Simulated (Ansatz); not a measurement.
Input file:

```
crystal:
  periodic: [false, false, false]
  atoms:
    - { symbol: C, position_ang: [-0.9536, -1.5438, 2.0106] }
    - { symbol: C, position_ang: [-0.421, -0.5466, 1.056] }
    - { symbol: C, position_ang: [0.0304, 0.2431, 0.2708] }
    - { symbol: Si, position_ang: [0.8803, 1.4609, -0.9308] }
    - { symbol: "N", position_ang: [0.7183, 0.741, -2.4912] }
    - { symbol: H, position_ang: [-1.4572, -2.3243, 1.466] }
    - { symbol: H, position_ang: [-0.2116, -1.8943, 2.6778] }
    - { symbol: H, position_ang: [-1.7385, -1.0044, 2.5993] }
    - { symbol: H, position_ang: [-0.74804, 0.85012, -0.19143] }
    - { symbol: H, position_ang: [2.238, 1.6947, -0.6205] }
    - { symbol: H, position_ang: [1.1892, -0.1453, -2.4215] }
    - { symbol: H, position_ang: [-0.2384, 0.5363, -2.6469] }
basis:
  gaussian: { orbitals: def2-SVP }
hamiltonian:
  xc: r2scan
relax:
  f_tol: 0.02
  max_steps: 50
output:
  orbitals: {}
```

Launched as:

```sh
ansatz run input.yaml --threads 2 --pin off --max-ram 3072MiB --backend cpu --events-out ev --progress --plain --runs-dir out
```

The fields are those of the relaxed geometry.

Computed with Ansatz, RKS r2SCAN/def2-SVP.

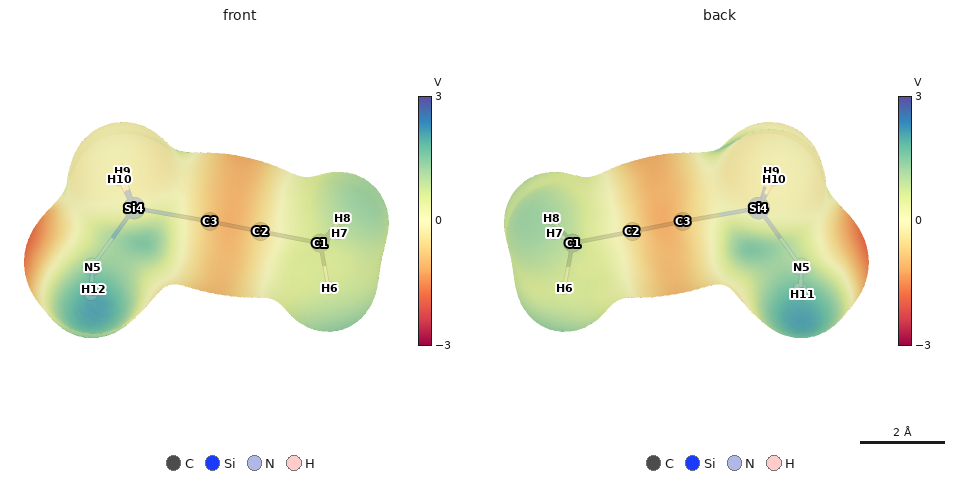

C$_{3}$H$_{7}$NSi. The electrostatic potential painted on the density surface at 0.004 e/bohr³, seen from the front and from behind; the colour scale runs from red (negative) to blue (positive).

Q: Describe the electrostatic potential map.

A: The most negative region (about −1.7 V, or −39 kcal/mol for a unit charge) lies over N5, the most positive (about +2.1 V, or +48 kcal/mol for a unit charge) over H11 and H12. N5 is the likeliest acceptor of a hydrogen bond.
